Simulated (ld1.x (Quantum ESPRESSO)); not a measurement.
**Pseudopotential generation: Ca (part 2 of 2)**

The same run, continued: calcium (Ca, Z = 20), core [Ne], reference valence 3s2 3p6 3d0 4s2 4p0, valence charge 10. Method: ultrasoft potential, Wu–Cohen, scalar-relativistic, made with ld1.x (Quantum ESPRESSO) 7.5.

**Output of the test run (extracts), continued**
```
     ---------------------- Testing the pseudopotential ----------------------

     Ca
     scalar relativistic calculation

     atomic number is 20.00   valence charge is 10.00
     dft =WC   lsd =0 sic =0 latt =0  beta=0.20 tr2=1.0E-14
     mesh =1169 r(mesh) =  99.90979 xmin = -7.00 dx = 0.01250

     n l     nl             e AE (Ry)        e PS (Ry)    De AE-PS (Ry)
     1 0     3S   1( 2.00)       -3.69541       -3.69577        0.00036
     2 1     3P   1( 6.00)       -2.29737       -2.29777        0.00040
     3 2     3D   1( 0.00)       -0.36681       -0.36691        0.00011
     2 0     4S   1( 1.50)       -0.46131       -0.46133        0.00001
     3 1     4P   1( 0.00)       -0.26189       -0.26174       -0.00015

     eps = 2.4E-16  iter =  9

     Etot =   -1359.804500 Ry,    -679.902250 Ha,  -18501.082735 eV
     Etotps =   -73.961782 Ry,     -36.980891 Ha,   -1006.301309 eV
     dEtot_ae =       0.183994 Ry
     dEtot_ps =       0.184003 Ry,   Delta E=      -0.000009 Ry

     Ekin =      15.618784 Ry,       7.809392 Ha,     212.504378 eV
     Encl =    -131.226736 Ry,     -65.613368 Ha,   -1785.430703 eV
     Ehrt =      55.024889 Ry,      27.512445 Ha,     748.651758 eV
     Ecxc =      -9.646033 Ry,      -4.823017 Ha,    -131.240965 eV
     Epseu=      -3.732686 Ry,      -1.866343 Ha,     -50.785776 eV

     ---------------------- End of pseudopotential test ----------------------

     ---------------------- Testing the pseudopotential ----------------------

     Ca
     scalar relativistic calculation

     atomic number is 20.00   valence charge is 10.00
     dft =WC   lsd =0 sic =0 latt =0  beta=0.20 tr2=1.0E-14
     mesh =1169 r(mesh) =  99.90979 xmin = -7.00 dx = 0.01250

     n l     nl             e AE (Ry)        e PS (Ry)    De AE-PS (Ry)
     1 0     3S   1( 2.00)       -4.05804       -4.07827        0.02023  !
     2 1     3P   1( 6.00)       -2.65647       -2.67582        0.01935  !
     3 2     3D   1( 0.00)       -0.68746       -0.69757        0.01011  !
     2 0     4S   1( 0.00)       -0.69419       -0.69682        0.00262
     3 1     4P   1( 1.00)       -0.47563       -0.47423       -0.00139

     eps = 5.4E-15  iter = 12

     Etot =   -1359.305728 Ry,    -679.652864 Ha,  -18494.296593 eV
     Etotps =   -73.460704 Ry,     -36.730352 Ha,    -999.483796 eV
     dEtot_ae =       0.682766 Ry
     dEtot_ps =       0.685081 Ry,   Delta E=      -0.002314 Ry

     Ekin =      15.810815 Ry,       7.905407 Ha,     215.117092 eV
     Encl =    -127.399074 Ry,     -63.699537 Ha,   -1733.352710 eV
     Ehrt =      51.628496 Ry,      25.814248 Ha,     702.441477 eV
     Ecxc =      -9.422693 Ry,      -4.711347 Ha,    -128.202276 eV
     Epseu=      -4.078247 Ry,      -2.039124 Ha,     -55.487379 eV

     ---------------------- End of pseudopotential test ----------------------

     ---------------------- Testing the pseudopotential ----------------------

     Ca
     scalar relativistic calculation

     atomic number is 20.00   valence charge is 10.00
     dft =WC   lsd =0 sic =0 latt =0  beta=0.20 tr2=1.0E-14
     mesh =1169 r(mesh) =  99.90979 xmin = -7.00 dx = 0.01250

     n l     nl             e AE (Ry)        e PS (Ry)    De AE-PS (Ry)
     1 0     3S   1( 2.00)       -3.28447       -3.28263       -0.00184
     2 1     3P   1( 6.00)       -1.89838       -1.89571       -0.00266
     3 2     3D   1( 1.00)       -0.05425       -0.05450        0.00025
     2 0     4S   1( 1.00)       -0.24152       -0.24122       -0.00030
     3 1     4P   1( 0.00)       -0.08818       -0.08867        0.00048

     eps = 9.4E-15  iter = 18

     Etot =   -1359.821332 Ry,    -679.910666 Ha,  -18501.311750 eV
     Etotps =   -73.978886 Ry,     -36.989443 Ha,   -1006.534019 eV
     dEtot_ae =       0.167162 Ry
     dEtot_ps =       0.166899 Ry,   Delta E=       0.000263 Ry

     Ekin =      14.211248 Ry,       7.105624 Ha,     193.353883 eV
     Encl =    -135.521476 Ry,     -67.760738 Ha,   -1843.863620 eV
     Ehrt =      58.788004 Ry,      29.394002 Ha,     799.851545 eV
     Ecxc =     -10.001696 Ry,      -5.000848 Ha,    -136.080009 eV
     Epseu=      -1.454966 Ry,      -0.727483 Ha,     -19.795817 eV

     ---------------------- End of pseudopotential test ----------------------

     ---------------------- Testing the pseudopotential ----------------------

     Ca
     scalar relativistic calculation

     atomic number is 20.00   valence charge is 10.00
     dft =WC   lsd =0 sic =0 latt =0  beta=0.20 tr2=1.0E-14
     mesh =1169 r(mesh) =  99.90979 xmin = -7.00 dx = 0.01250

     n l     nl             e AE (Ry)        e PS (Ry)    De AE-PS (Ry)
     1 0     3S   1( 2.00)       -3.34359       -3.34248       -0.00111
     2 1     3P   1( 6.00)       -1.95321       -1.95157       -0.00163
     3 2     3D   1( 0.50)       -0.08104       -0.08135        0.00031
     2 0     4S   1( 1.50)       -0.25196       -0.25188       -0.00008
     3 1     4P   1( 0.00)       -0.08997       -0.09047        0.00050

     eps = 8.3E-15  iter = 17

     Etot =   -1359.911508 Ry,    -679.955754 Ha,  -18502.538651 eV
     Etotps =   -74.068854 Ry,     -37.034427 Ha,   -1007.758096 eV
     dEtot_ae =       0.076986 Ry
     dEtot_ps =       0.076931 Ry,   Delta E=       0.000055 Ry

     Ekin =      14.857309 Ry,       7.428655 Ha,     202.143991 eV
     Encl =    -134.860139 Ry,     -67.430070 Ha,   -1834.865669 eV
     Ehrt =      58.277827 Ry,      29.138913 Ha,     792.910229 eV
     Ecxc =      -9.925262 Ry,      -4.962631 Ha,    -135.040071 eV
     Epseu=      -2.418589 Ry,      -1.209294 Ha,     -32.906576 eV

     ---------------------- End of pseudopotential test ----------------------
```

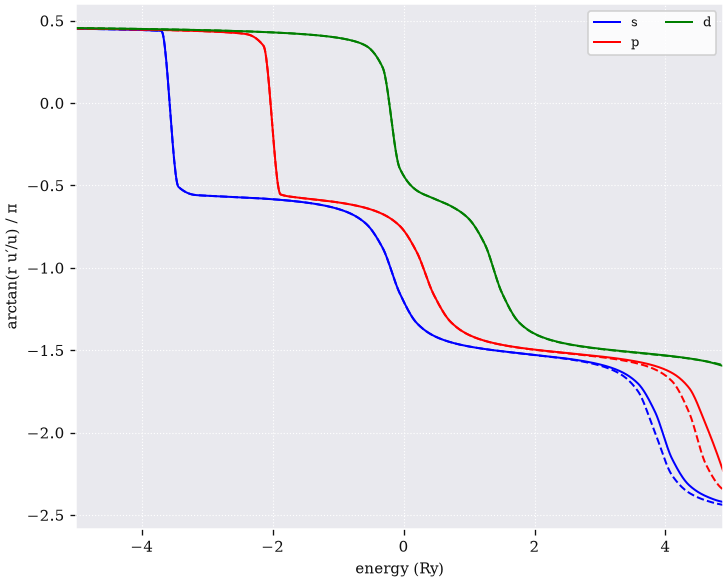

Unwrapped phase arctan(r u′/u) in units of π against energy, all-electron (solid) and pseudo (dashed); the pseudo phase is matched to the all-electron one at the reference energy. Here u = r R(r). A near-vertical step is a level narrower than the spacing of the points behind the curves.

- Range over which the phases agree within 0.05 rad: s: up to about 3.3 Ry; p: up to about 3.7 Ry; d: over the whole range drawn.
- Ghost states: the plot shows none: the two phases stay within 0.76 rad of each other in all channels drawn. The separate test gives: no ghost state below the valence levels in the s, p, d, f channels.

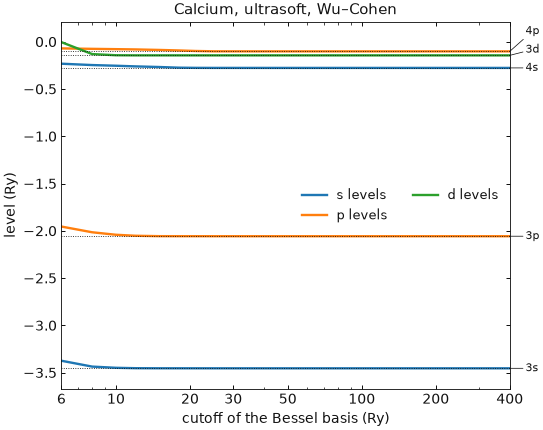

The pseudo-atom Hamiltonian at the reference potential is diagonalised in spherical Bessel functions (20 bohr box) up to the cutoff. Curves: the lowest levels of each channel that holds a bound state. Dotted lines: the all-electron valence levels.

- Ghost states: no ghost state below the valence levels in the s, p, d, f channels. The curves of the valence states settle on the dotted lines.
- All-electron valence levels: 3s: -3.5 Ry; 4s: -0.28 Ry; 3p: -2.06 Ry; 4p: -0.10 Ry; 3d: -0.14 Ry.

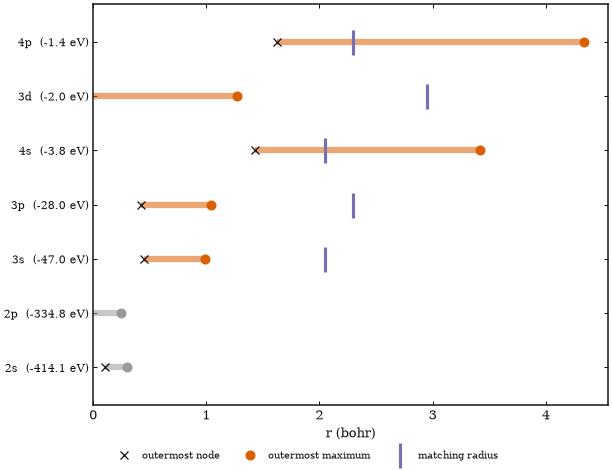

Outer shells of the all-electron reference atom: each bar runs from the outermost node (or the nucleus) to the outermost maximum of u(r); the tick is the radius chosen for the pseudo-wave. Shells without a tick have no pseudo-wave of their own. Levels, nodes and maxima are from ld1.x, scalar-relativistic.

- Radii against the shells: 3s: 2.05 bohr, outside the maximum; 3p: 2.30 bohr, outside the maximum; 4s: 2.05 bohr, between node and maximum; 3d: 2.95 bohr, outside the maximum; 4p: 2.30 bohr, between node and maximum.

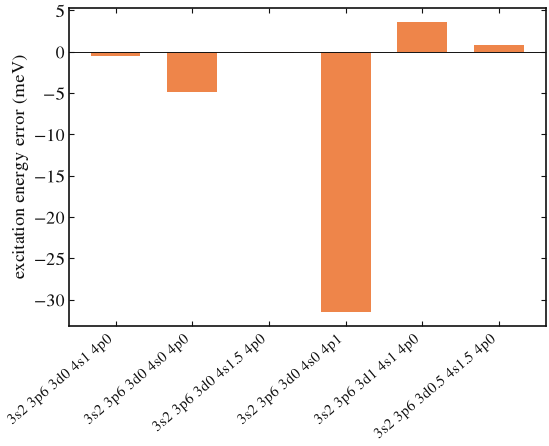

Errors, all-electron minus pseudo, of the energies of valence configurations relative to the unpolarised reference 3s2 3p6 3d0 4s2 4p0. Not all tests gave a result: test run stopped at test 7 of 7 (negative rho).

- Worst configuration: 3s2 3p6 3d0 4s0 4p1 (charge +1): the error is -31 meV on an all-electron energy of +9.29 eV relative to the reference, or 0.34 %.
- Errors in meV: 3s2 3p6 3d0 4s1 4p0: -0.5; 3s2 3p6 3d0 4s0 4p0: -4.9; 3s2 3p6 3d0 4s1.5 4p0: -0.1; 3s2 3p6 3d0 4s0 4p1: -31; 3s2 3p6 3d1 4s1 4p0: +3.6; 3s2 3p6 3d0.5 4s1.5 4p0: +0.7.
- Configurations within 10 meV and within 50 meV: 5 and 6 of 6.

Outcome of the run: generated.
